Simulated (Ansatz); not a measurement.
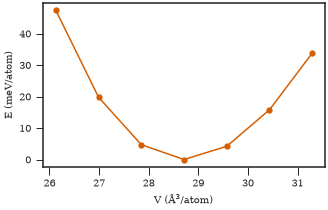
Figure. YPb3 (Cu3Au type, space group No. 221) under volume change, the program Ansatz at the r²SCAN level (PAW), scaled uniformly.

Problem. What does a third-order Birch–Murnaghan fit give for V₀, B₀ and B′?

Solution. V₀ = 28.71 Å³/atom, B₀ = 54.7 GPa, B′ = 4.6.

Space group Pm-3m (Cu3Au type). The workflow started from an entry of the Crystallography Open Database (COD). Whether it is the stable phase at ambient conditions was not checked. The cell was relaxed with r²SCAN under the symmetry of its start; whether a distortion lowers the energy is not shown. The run is not spin-polarised. Spin–orbit coupling is left out wherever it is not named.

Potentials: the later of the program's two PAW sets.
